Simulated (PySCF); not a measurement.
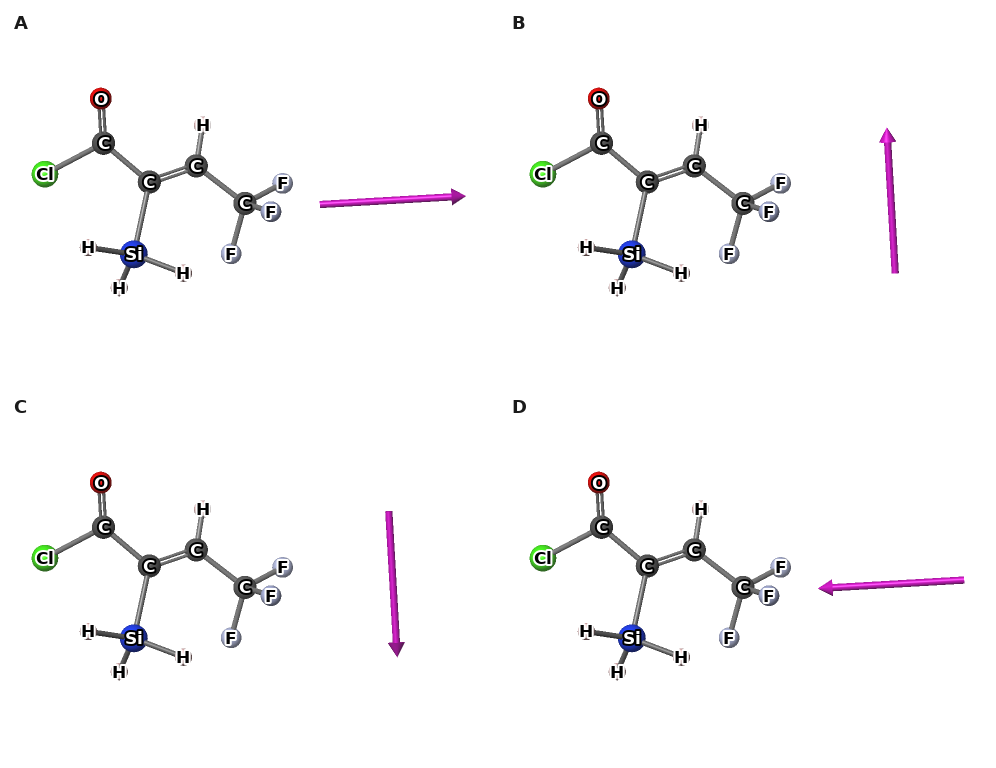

The same molecule four times, each with an arrow. Computed geometry: GFN2-xTB optimisation. No frequency run is at hand to confirm it as a minimum. Level of theory: PBE0/pcSseg-1, gas phase (PySCF 2.14.0).

Which arrow points along the dipole moment, from the negative to the positive end?

Answer. C. The dipole moment is 1.06 D.

The geometry is semi-empirical. Around Si such bond lengths and angles can be off by a tenth of an ångström or more and by several degrees, and values that hang on the shape move with them.
